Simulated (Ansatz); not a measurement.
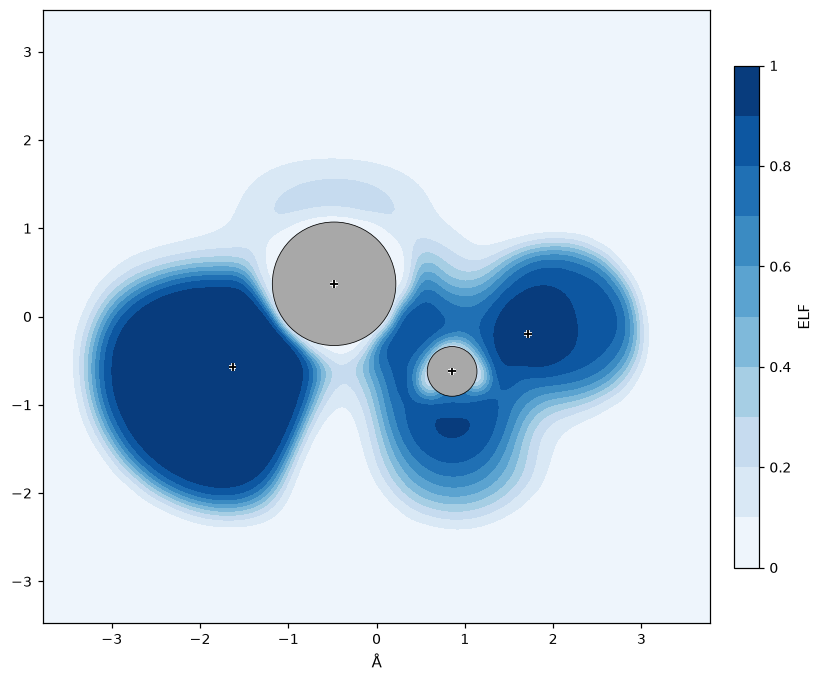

The ELF on a plane through atoms (crosses mark nuclei in the plane; grey discs cover the cores).

The calculation used RKS B3LYP-D4/def2-SVP (Ansatz).

Candidates:
A. H₄O₂Si
B. AlBrF₂H₃N

Which candidate gave the map?

Answer. Candidate A: H₄O₂Si on the plane of atoms H5, Si1 and O6, which holds Si, H and O. Si–O (1.67 Å): the ELF peaks at about 0.90 between the atoms; a polar covalent bond. O–H (0.96 Å): the ELF climbs to about 1 towards the hydrogen, as it does in any bond to H; a covalent bond by its length.
